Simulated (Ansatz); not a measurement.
**Abstraction of F: C3H7FO + Si2H3F2 → C3H7O + Si2H3F3**

Species: C3H7FO (2-fluoroethyl methyl ether) `COCCF`, singlet; Si2H3F2 `F[SiH][SiH2]F`, doublet; C3H7O `[CH2]COC`, doublet; Si2H3F3 `F[SiH2][SiH](F)F`, singlet. A radical takes F: the energy is the difference in strength between the C–F bond broken and the Si–F bond made.

Shapes, held fixed at every level: PBE0-D4/def2-TZVP. Flexible molecules stand in one conformer, not always the lowest. Programs: Ansatz 0.2.0. Electronic energies: no zero-point or thermal term.

```
               level                    kind  ΔE (kJ/mol)  less CCSD(T)/CBS estimate
      MP2/def2-TZVPP     perturbation theory       -172.1                       +1.4
 B3LYP-D4/def2-TZVPP           global hybrid       -163.4                      +10.1
  PBE0-D4/def2-TZVPP           global hybrid       -155.2                      +18.3
  wB97M-V/def2-TZVPP  range-separated hybrid       -165.7                       +7.8
  wB97X-V/def2-TZVPP  range-separated hybrid       -162.1                      +11.4
   B2PLYP/def2-TZVPP           double hybrid       -169.9                       +3.6
  CCSD(T)/def2-TZVPP   coupled cluster or CI       -168.7                       +4.8
CCSD(T)/CBS estimate   coupled cluster or CI       -173.5                        0.0
```

The highest level, CCSD(T)/CBS estimate, gives ΔE = -173.5 kJ/mol; the levels span -173.5 to -155.2. The column of differences is taken from that level and isn't an error. No measured value is set beside it here. Open shells run unrestricted. The CBS estimate extrapolates MP2 from def2-TZVPP and def2-QZVPP and adds CCSD(T) − MP2 in the triple-zeta set, cores frozen.

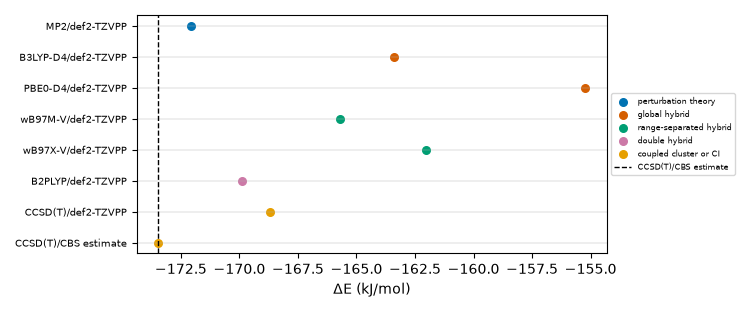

The values of the table, level by level.
